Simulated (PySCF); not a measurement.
```xyz
14

O     0.4909    1.7136   -1.0582
C     0.1114    0.8289   -0.3449
C    -1.3095    0.7835    0.2221
C    -1.7657   -0.6250    0.5497
F    -3.0791   -0.6487    0.8390
F    -1.5918   -1.4745   -0.4697
F    -1.1427   -1.1486    1.6098
O     0.8521   -0.1777    0.0413
Si    2.4378   -0.4098   -0.4533
H    -1.3424    1.3770    1.1392
H    -1.9968    1.2228   -0.5033
H     3.2136    0.7470   -0.0231
H     2.4328   -0.5631   -1.9019
H     2.6887   -1.6261    0.3012
```

Geometry: GFN2-xTB.

Computed with PBE0/pcSseg-1, SCF density, gas phase, non-relativistic (PySCF).

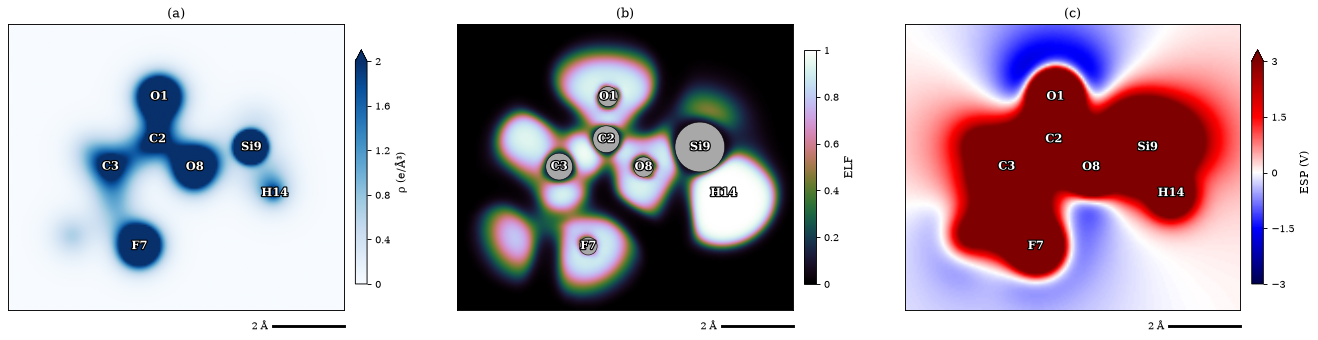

C3H5F3O2Si. (a) electron density; (b) ELF; (c) molecular electrostatic potential on the plane of atoms O1, C2 and C3. Grey discs cover the atomic cores in the ELF map.

### Describe what can be read from this map.

The section cuts through O, C, F, Si and H sites.
C–O (1.20 Å): ρ is about 3.4 e/Å³ halfway; the ELF peaks at about 0.85 between the atoms (a short, multiple covalent bond).
C–C (1.53 Å): the density is about 1.7 e/Å³ at the midpoint; the ELF peaks at about 0.95 between the atoms; a shared electron pair.
Si–O (1.68 Å): ρ at the midpoint is about 1 e/Å³; the ELF peaks at about 0.90 between the atoms: a polar covalent bond.
C–O (1.31 Å): ρ is about 2.6 e/Å³ halfway; the ELF peaks at about 0.90 between the atoms (a shared but strongly polarised pair).
Si–H (1.45 Å): ρ is about 0.85 e/Å³ halfway; the ELF climbs to about 1 towards the hydrogen, as it does in any bond to H.
The ELF also peaks beside F7, F5 and O1, away from the bonds: lone-pair regions.
Outside the dense part of the molecule the potential is most negative (−1.7 V) near O1.
